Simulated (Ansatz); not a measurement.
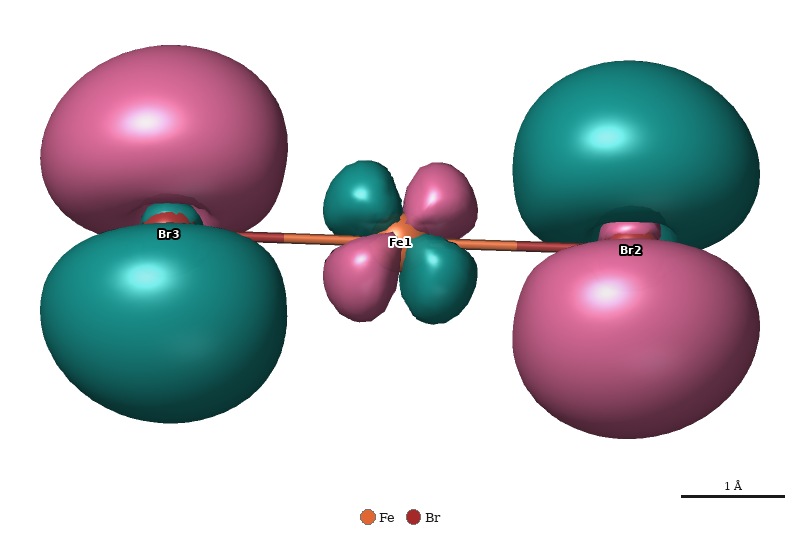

Figure 1: Br₂Fe (quintet). The HOMO (α) at ±0.08 Å⁻³ᐟ² (teal and pink are the two phases), seen from one side.

Geometry: PBE-D4/def2-TZVP.

These are results of Ansatz, UKS PBE0-D4/def2-TZVP, not measurements.

```yaml
atoms:
  - { symbol: Fe, position_ang: [-0.0012, -0.0007, 0.0000] }
  - { symbol: Br, position_ang: [-0.0526, -0.0410, 2.2681] }
  - { symbol: Br, position_ang: [0.0537, 0.0417, -2.2681] }
```

What is the character of this orbital?

Its weight (Hirshfeld) is mainly on Br2 (about 45 %), Br3 (about 45 %) and Fe1 (about 10 %); it is gerade (even under inversion); largely a combination of lone pairs on Br2 and Br3. It is one of a degenerate set, so its orientation is arbitrary. Its energy is −8.35 eV.
